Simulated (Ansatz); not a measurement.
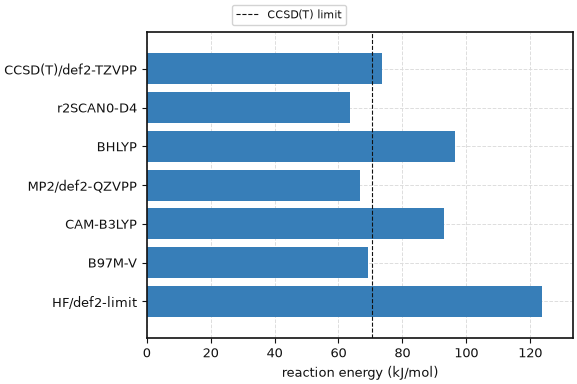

Electronic reaction energy of AlSiH₃F₂ (F[SiH](F)[AlH2]) + H₂S (S) → AlSiH₄SF (F[SiH]([AlH2])S) + HF (F) (SMILES in brackets) at several levels (functionals in def2-TZVPP unless a basis is named), isolated molecules at PBE0-D4 triple-zeta geometries, minima by their frequencies, no zero-point or thermal terms, the Ansatz code. The line is frozen-core CCSD(T) at the basis limit (MP2 extrapolated from triple and quadruple zeta, plus CCSD(T) less MP2 in a smaller set). No dispersion term is added to BHLYP and CAM-B3LYP. The distance of CCSD(T)/def2-TZVPP and MP2/def2-QZVPP to the limit includes basis error.

> Which level comes closest to the line (CCSD(T) limit), and which misses most?

Closest B97M-V (69.3 kJ/mol), against 70.5 kJ/mol; farthest HF/def2-limit (123.6 kJ/mol).

> Give the values.

```
             level  kJ/mol  less CCSD(T) limit
CCSD(T)/def2-TZVPP    73.5                 3.0
        r2SCAN0-D4    63.7                −6.8
             BHLYP    96.5                26.0
    MP2/def2-QZVPP    66.7                −3.8
         CAM-B3LYP    93.2                22.6
            B97M-V    69.3                −1.2
     HF/def2-limit   123.6                53.1
     CCSD(T) limit    70.5                 0.0
```
